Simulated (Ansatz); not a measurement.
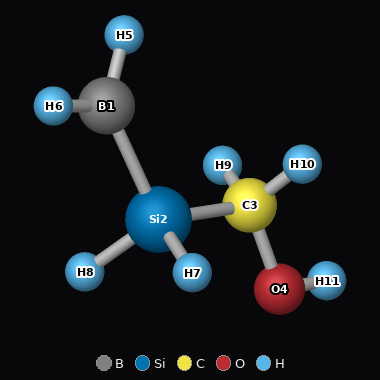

The system is CH7BOSi, SMILES B[SiH2]CO; the picture shows the reference structure. Coordinates scanned: (1) dihedral H5–B1–Si2–C3; (2) dihedral B1–Si2–C3–O4. Nothing is relaxed (all other coordinates rigid). Grid: 8 × 8 points. Points are written as (first, second). Energies: kJ/mol, counted from the lowest grid point. Energies and slopes of some neighbouring points disagree (a jump in structure or state, or too coarse a mesh). All numbers below come from RKS PBE-D4/def2-SVP in Ansatz 0.2.0.

Its coordinates:

```json
{"atom": "B", "x (Å)": "-0.9491", "y (Å)": "1.9378", "z (Å)": "-0.0841"}
{"atom": "Si", "x (Å)": "-0.3996", "y (Å)": "0.1588", "z (Å)": "0.6860"}
{"atom": "C", "x (Å)": "0.7069", "y (Å)": "-0.8778", "z (Å)": "-0.4767"}
{"atom": "O", "x (Å)": "0.9996", "y (Å)": "-2.1177", "z (Å)": "0.1491"}
{"atom": "H", "x (Å)": "-0.7272", "y (Å)": "2.2644", "z (Å)": "-1.2369"}
{"atom": "H", "x (Å)": "-1.5566", "y (Å)": "2.7353", "z (Å)": "0.6070"}
{"atom": "H", "x (Å)": "0.2981", "y (Å)": "0.3455", "z (Å)": "2.0123"}
{"atom": "H", "x (Å)": "-1.6711", "y (Å)": "-0.6114", "z (Å)": "0.9713"}
{"atom": "H", "x (Å)": "0.1630", "y (Å)": "-0.9920", "z (Å)": "-1.4498"}
{"atom": "H", "x (Å)": "1.6229", "y (Å)": "-0.2753", "z (Å)": "-0.7086"}
{"atom": "H", "x (Å)": "1.5783", "y (Å)": "-2.6247", "z (Å)": "-0.4490"}
```

Range: dihedral H5–B1–Si2–C3 from −180 to 135°; dihedral B1–Si2–C3–O4 from −180 to 135°.

What landscape does the calculation give?

Answer. The lowest grid point is at (0°, −45°). Other grid points that lie below all their neighbours: (45°, 45°) (0.19 kJ/mol higher); (−135°, 45°) (0.25 kJ/mol higher); (−180°, −45°) (0.48 kJ/mol higher). The highest grid point, (90°, 135°), lies 16.4 kJ/mol above the lowest.

```
dihedral B1–Si2–C3–O4 ↓, dihedral H5–B1–Si2–C3 →  −180  −135   −90   −45     0    45    90   135
                                             135  10.5  12.2  16.2  14.3  10.1  12.2  16.4  14.4
                                              90   5.7   7.2  10.6   8.8   5.3   7.4  10.9   9.0
                                              45   1.0   0.3   4.3   4.6   0.4   0.2   4.4   4.8
                                               0   7.8   7.8   8.9   9.5   7.1   7.5   9.0   9.7
                                             −45   0.5   2.3   4.1   1.8   0.0   2.2   4.3   1.9
                                             −90   6.9   8.2  12.1  10.5   6.6   8.4  12.5  10.7
                                            −135  10.0  11.8  15.7  13.6   9.5  11.9  16.2  14.0
                                            −180   2.2   4.3   8.8   6.4   1.5   4.1   9.0   6.7
```

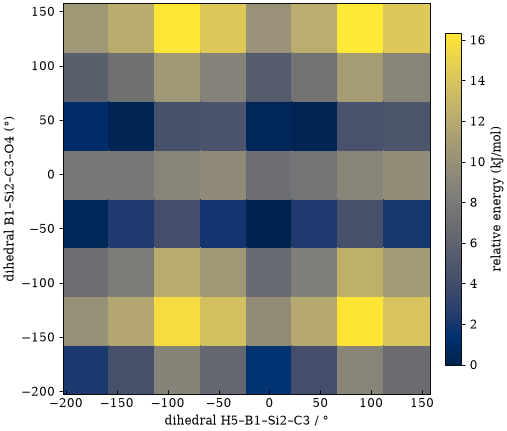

The picture shows one coloured cell a grid point.

Time for the 64 points that were run: 13 min on 1 thread of Intel(R) Xeon(R) Platinum 8259CL CPU @ 2.50GHz (Skylake/Cascade Lake) (shared host).
